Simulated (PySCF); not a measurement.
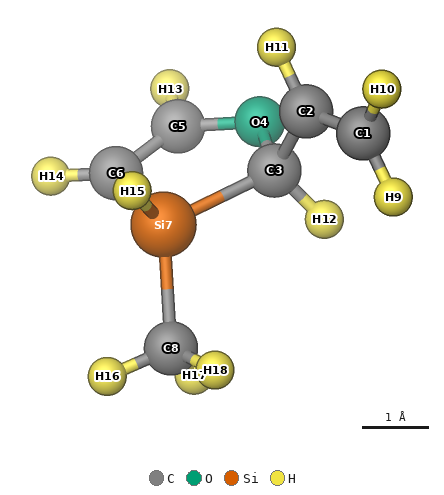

**Figure 1.** The structure as given in the input (ball-and-stick view, seen at a tilt; atoms are numbered from 1 in the order of the input).

**NMR shielding calculation, with input and output: C6H10OSi**

System: C6H10OSi.
Method: GIAO PBE0/pcSseg-1 NMR shielding, non-relativistic, gas phase (PySCF 2.14.0).

The geometry comes from this level: GFN2-xTB. It belongs to a series of runs on one base structure; here: H on C replaced by vinyl. Figures and captions count atoms from 1; the log counts them from 0 in places.

The program's output:
```
coarse grid: 15432 points
cycle   1  E = -598.6526147764  dE =  1.056e+00  |g| = 6.218e-01  |ddm| = 3.844e+00
cycle   2  E = -598.6223845618  dE =  3.023e-02  |g| = 7.458e-01  |ddm| = 1.003e+00
cycle   3  E = -598.7377467152  dE = -1.154e-01  |g| = 9.889e-02  |ddm| = 5.761e-01
cycle   4  E = -598.7392887502  dE = -1.542e-03  |g| = 3.853e-02  |ddm| = 8.705e-02
cycle   5  E = -598.7395573142  dE = -2.686e-04  |g| = 1.463e-02  |ddm| = 3.901e-02
cycle   6  E = -598.7396080356  dE = -5.072e-05  |g| = 3.787e-03  |ddm| = 1.578e-02
cycle   7  E = -598.7396116958  dE = -3.660e-06  |g| = 6.718e-04  |ddm| = 3.911e-03
final grid: 144104 points
cycle   8  E = -598.7984587493  dE = -2.878e-05  |g| = 1.174e-02  |ddm| = 2.667e-02
cycle   9  E = -598.7984277482  dE =  3.100e-05  |g| = 1.753e-02  |ddm| = 1.945e-02
cycle  10  E = -598.7984861957  dE = -5.845e-05  |g| = 2.483e-03  |ddm| = 1.250e-02
cycle  11  E = -598.7984876195  dE = -1.424e-06  |g| = 3.458e-04  |ddm| = 2.390e-03
cycle  12  E = -598.7984876418  dE = -2.227e-08  |g| = 1.731e-04  |ddm| = 4.113e-04
cycle  13  E = -598.7984876493  dE = -7.486e-09  |g| = 3.431e-05  |ddm| = 1.538e-04
cycle  14  E = -598.7984876495  dE = -2.121e-10  |g| = 1.770e-05  |ddm| = 4.283e-05
```

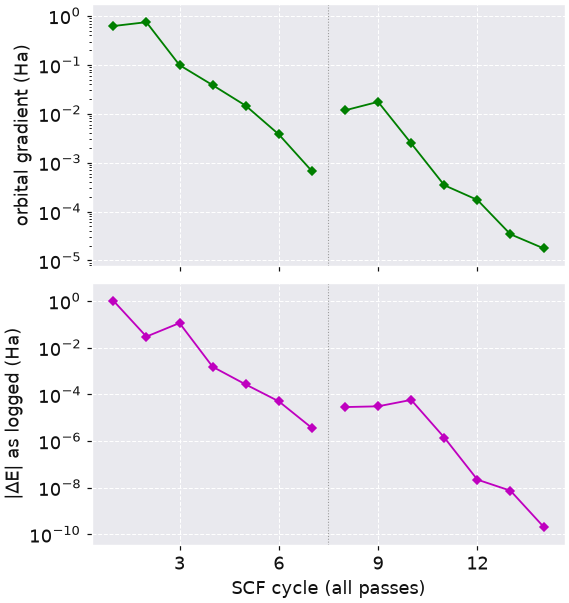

**Figure 2.** Convergence of the self-consistent field: orbital gradient and size of the energy change against the SCF cycle. The dotted line marks the change from a coarse to the final integration grid. The first 7 cycles use a coarse grid, the final grid takes over at cycle 8, and the field converges after 14 cycles in all.

```
converged SCF energy = -598.7984876495

GIAO shielding tensors (ppm)
atom      isotropic    diamagn.    paramagn.     s11        s22        s33       span
  0 C       74.069     254.669    -180.600    -34.141     88.962    167.387    201.529
  1 C       35.454     255.639    -220.184    -84.824     44.554    146.632    231.456
  2 C      108.114     255.757    -147.643     82.853     96.420    145.068     62.214
  3 O      158.489     397.575    -239.086     65.518    176.830    233.119    167.601
  4 C       15.518     251.052    -235.534    -98.661     53.707     91.509    190.170
  5 C       93.461     263.520    -170.058     -4.418    120.297    164.505    168.923
  6 Si     348.170     882.311    -534.141    315.945    343.131    385.432     69.487
  7 C      188.759     254.218     -65.459    183.687    189.061    193.529      9.842
  8 H       26.535      32.253      -5.718     23.175     25.507     30.922      7.747
  9 H       26.592      28.959      -2.366     23.719     25.593     30.465      6.746
 10 H       25.342      31.993      -6.651     22.642     24.453     28.931      6.289
 11 H       27.192      34.256      -7.064     24.751     26.567     30.257      5.506
 12 H       24.538      29.165      -4.627     21.947     24.201     27.465      5.518
 13 H       26.971      31.581      -4.610     25.680     27.030     28.202      2.521
 14 H       26.840      30.817      -3.976     24.001     25.320     31.200      7.199
 15 H       31.261      29.395       1.866     26.637     28.233     38.913     12.276
 16 H       31.502      31.042       0.460     27.214     29.264     38.027     10.812
 17 H       31.380      31.584      -0.204     26.826     29.068     38.248     11.422
```

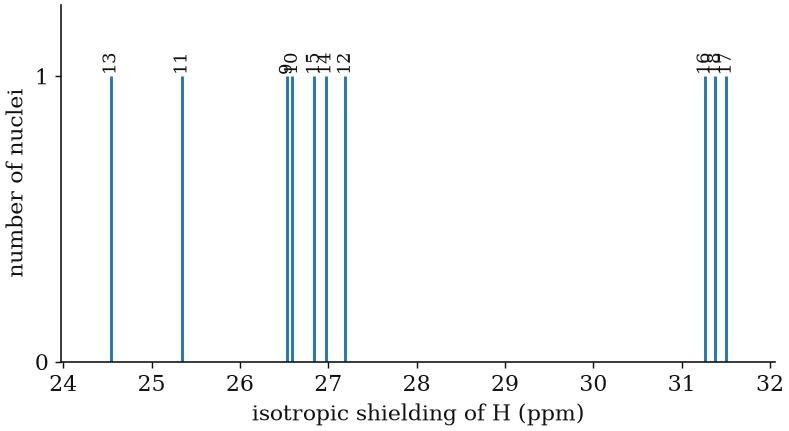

**Figure 3.** Isotropic shieldings of the hydrogen nuclei in this fixed geometry, labelled by atom number; shielding grows to the right, so chemical shift grows to the left. The least shielded is H13 (24.5 ppm), the most shielded H17 (31.5 ppm).

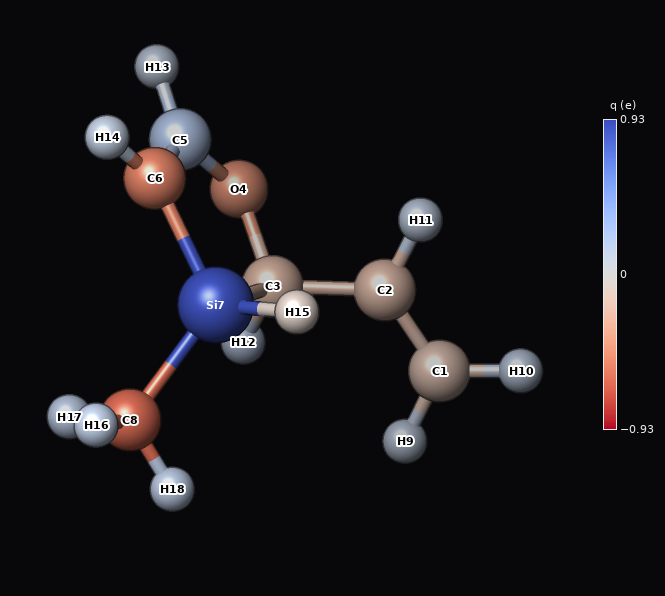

**Figure 4.** Mulliken charges, as the colour of each atom (ball-and-stick view, seen at a tilt; atoms are numbered from 1 in the order of the input). By element: C −0.63 to +0.19, O −0.43, Si +0.88 and H −0.07 to +0.14 e.

This output came from the following input.

The input:
```
{"job": {"kind": "nmr", "xc": "PBE0", "basis": "pcSseg-1"}, "charge": 0, "multiplicity": 1}
C      2.715907    -0.942832    -0.372064
C      1.942468     0.104234    -0.144208
C      0.633237     0.348670    -0.799534
O      0.446189     1.757273    -1.009459
C     -0.646005     2.257718    -0.423730
C     -1.488174     1.496826     0.285654
Si    -0.849819    -0.255762     0.306644
C     -1.892373    -1.588272    -0.553766
H      2.452463    -1.690637    -1.102213
H      3.634853    -1.100029     0.164817
H      2.219067     0.847484     0.591493
H      0.616992    -0.119172    -1.788800
H     -0.748435     3.320014    -0.604449
H     -2.361467     1.917216     0.747094
H     -0.352743    -0.749100     1.599557
H     -2.744269    -1.855383     0.062730
H     -2.272462    -1.250064    -1.513603
H     -1.314189    -2.491866    -0.722580
```

The first line tells a small driver script what to run in PySCF; the rest is the geometry in Å.

Run as:
```bash
OMP_NUM_THREADS=1 python <driver script> task.json out
```

Results in brief:

| quantity | value |
| --- | --- |
| outcome | converged |
| total energy | −598.798488 hartree |
| HOMO | −6.63 eV |
| LUMO | 0.21 eV |
| dipole moment | 1.22 D |
| isotropic shielding, C | 15.5 to 188.8 ppm |
| isotropic shielding, O | 158.5 ppm |
| isotropic shielding, Si | 348.2 ppm |
| isotropic shielding, H | 24.5 to 31.5 ppm |
| hardware | 1 CPU thread, shared host |
| wall time | 31 s |
| peak memory | 0.86 GiB |
